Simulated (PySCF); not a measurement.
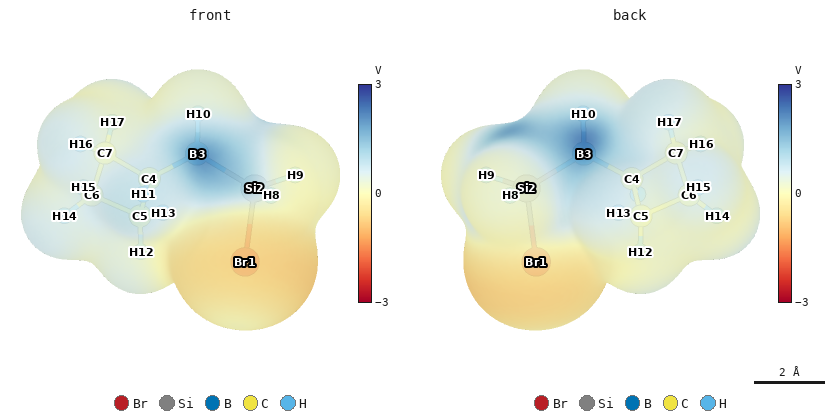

Figure 1: C4H10BBrSi. The electrostatic potential painted on the density surface at 0.002 e/bohr³, seen from the front and from behind; the colour scale runs from red (negative) to blue (positive).

Geometry: GFN2-xTB.

Level of theory: CAM-B3LYP/def2-SVPD, SCF density, gas phase (PySCF 2.14.0).

```yaml
atoms:
  - { symbol: Br, position_ang: [2.8057, -1.9950, 0.1242] }
  - { symbol: Si, position_ang: [2.7202, 0.2545, 0.0881] }
  - { symbol: B, position_ang: [1.0202, 0.8748, 0.8247] }
  - { symbol: C, position_ang: [-0.2652, 0.0006, 0.6956] }
  - { symbol: C, position_ang: [-0.5874, -0.7517, -0.6233] }
  - { symbol: C, position_ang: [-2.0570, -0.3314, -0.4828] }
  - { symbol: C, position_ang: [-1.6804, 0.6256, 0.6570] }
  - { symbol: H, position_ang: [2.9783, 0.5290, -1.3298] }
  - { symbol: H, position_ang: [3.9581, 0.5789, 0.8026] }
  - { symbol: H, position_ang: [0.9544, 1.9037, 1.3872] }
  - { symbol: H, position_ang: [-0.2196, -0.7370, 1.5095] }
  - { symbol: H, position_ang: [-0.3915, -1.8214, -0.6227] }
  - { symbol: H, position_ang: [-0.1039, -0.3094, -1.4942] }
  - { symbol: H, position_ang: [-2.6977, -1.1479, -0.1560] }
  - { symbol: H, position_ang: [-2.5009, 0.1322, -1.3615] }
  - { symbol: H, position_ang: [-2.2674, 0.5357, 1.5689] }
  - { symbol: H, position_ang: [-1.6730, 1.6709, 0.3510] }
```

Question: Which sites attract a positive test charge, and which a negative one?

Answer: A positive charge is drawn to the negative regions and a negative charge to the positive ones. The most negative region (about −0.7 V) lies over Br1, the most positive (about +2.0 V) over B3.
